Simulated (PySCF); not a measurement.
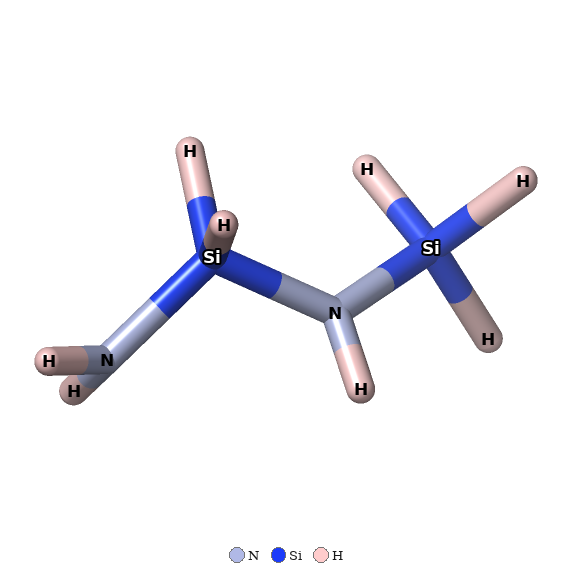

Stick drawing of a structure. Every bond is drawn as one stick, whatever its order.

The computed structure is the end point of a PBE0-D3(BJ)/def2-SVP optimisation. No frequency run is at hand to confirm it as a minimum.

What is the molecular formula?

Answer. H₈N₂Si₂, 12 atoms: 8 hydrogen, 2 nitrogen and 2 silicon.

Does it have rings?

Answer. It has no ring.

What is its SMILES?

Answer. N[SiH2]N[SiH3]

The parts below concern this one geometry. Atoms keep their numbers from picture to picture.

## Shape

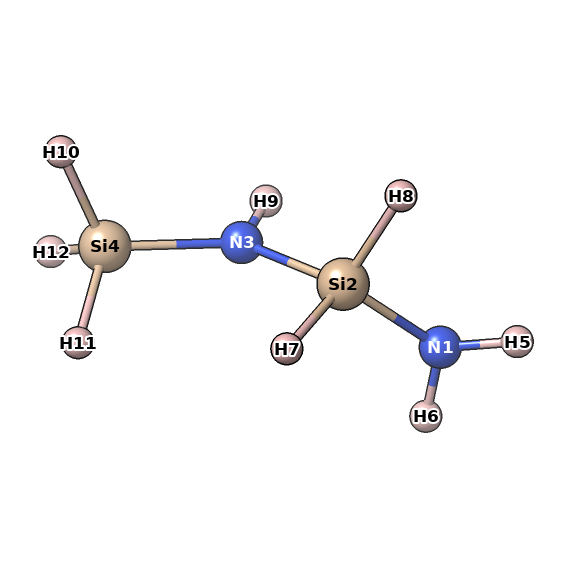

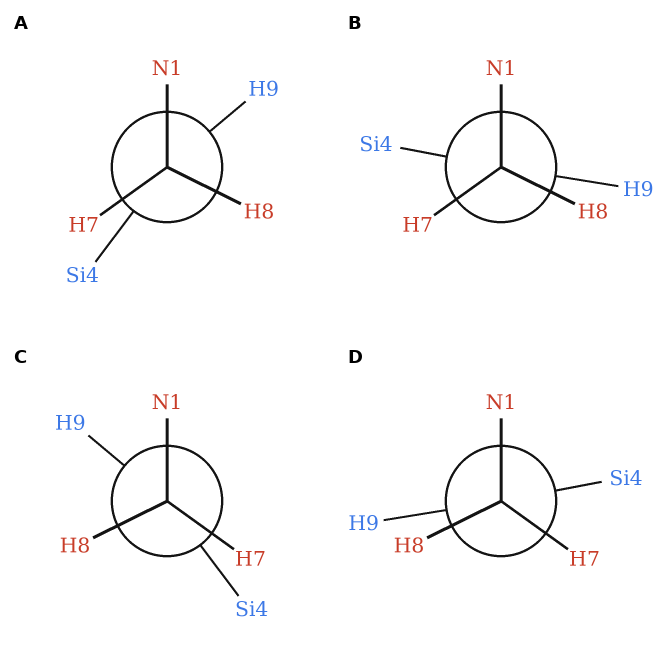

Atoms fade into the background with distance from the viewer. Bonds that would overlap in a projection are set slightly apart. No frequency run is at hand to confirm it as a minimum.

Which Newman projection shows the view along Si2–N3, with Si2 in front?

Answer. C. The torsion angle N1–Si2–N3–Si4 is 139°, anticlinal.

## Polarisability

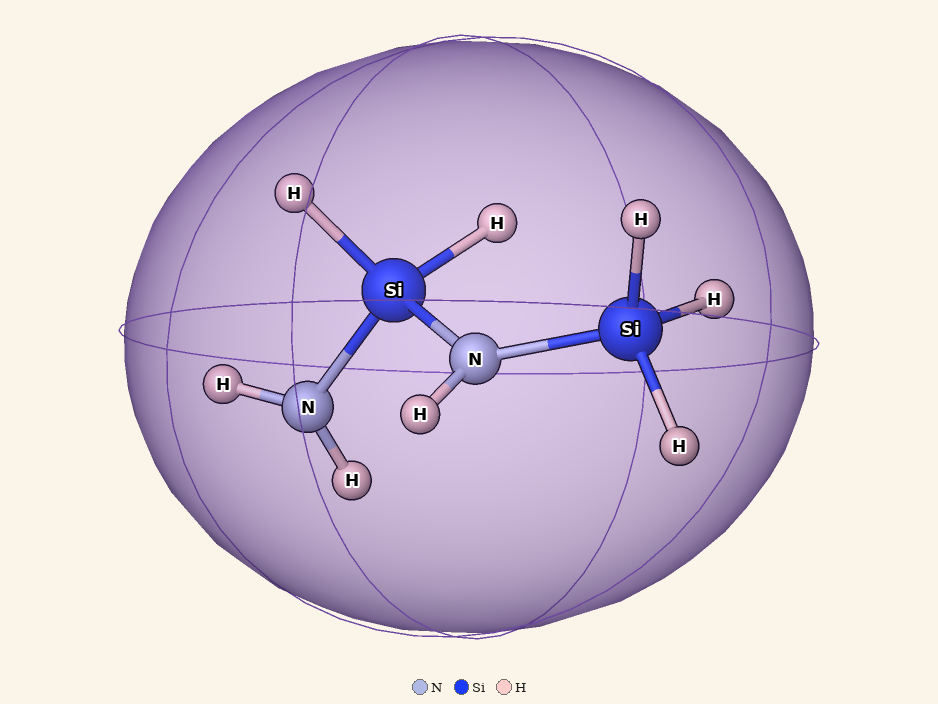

The ellipsoid shows the static dipole polarisability: its half-axes are proportional to the principal values. No frequency run is at hand to confirm it as a minimum. Level of theory: PBE0/def2-SVPD (PySCF 2.14.0).

How large and how anisotropic is the polarisability?

Answer. Principal values 63.6, 66.7, 84.5 bohr³; mean 71.6 bohr³ (10.61 Å³); anisotropy 19.6 bohr³, so the longest axis is 1.33 times the shortest.

## Excitation

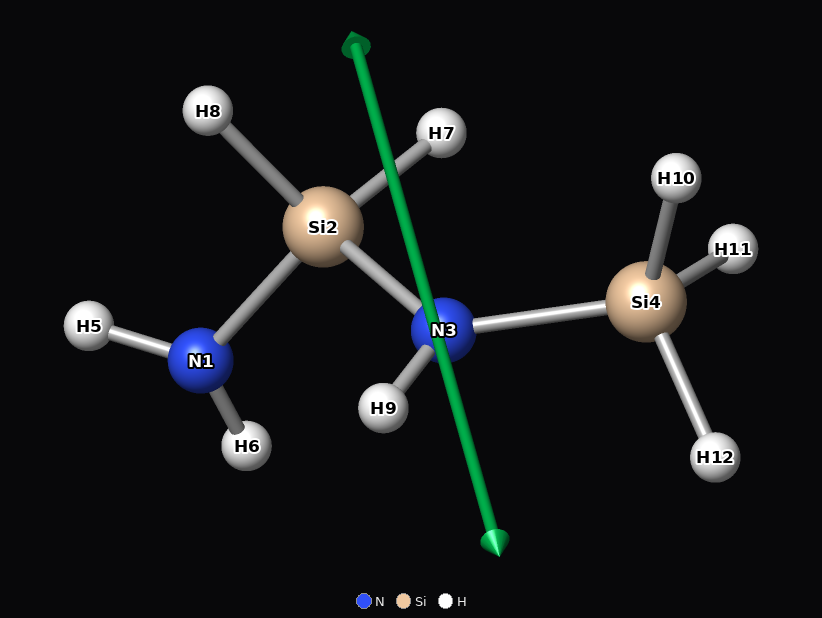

The double arrow shows the direction of the transition dipole to excited singlet state 2 (its length means nothing). No frequency run is at hand to confirm it as a minimum. Properties computed with TDDFT PBE0/def2-SVPD, vertical, gas phase, core orbitals frozen in the response (PySCF 2.14.0).

Where does the transition lie, and how strong is it?

Answer. 6.57 eV (189 nm), oscillator strength 0.031, mainly HOMO → LUMO+1 (weight 0.51); transition dipole 1.11 D.

## NMR shielding

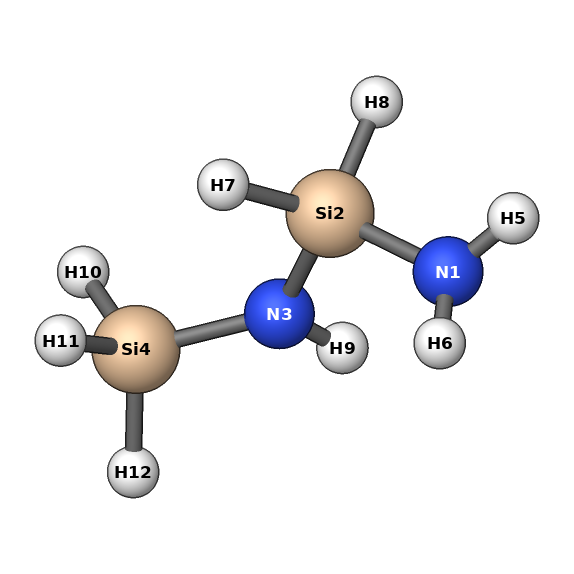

No frequency run is at hand to confirm it as a minimum. Properties computed with GIAO PBE0/pcSseg-1 NMR shielding, non-relativistic, IEF-PCM dichloromethane (PySCF 2.14.0). Principal shieldings σ11 ≤ σ22 ≤ σ33, span Ω = σ33 − σ11, skew κ = 3(σiso − σ22)/Ω.

Give the shielding tensors of the N atoms.

```
atom    σ11    σ22    σ33   σiso     Ω      κ
  N1  206.4  257.9  266.4  243.6  60.0  −0.71
  N3  214.4  247.8  278.7  247.0  64.3  −0.04
```

Shieldings and span in ppm.
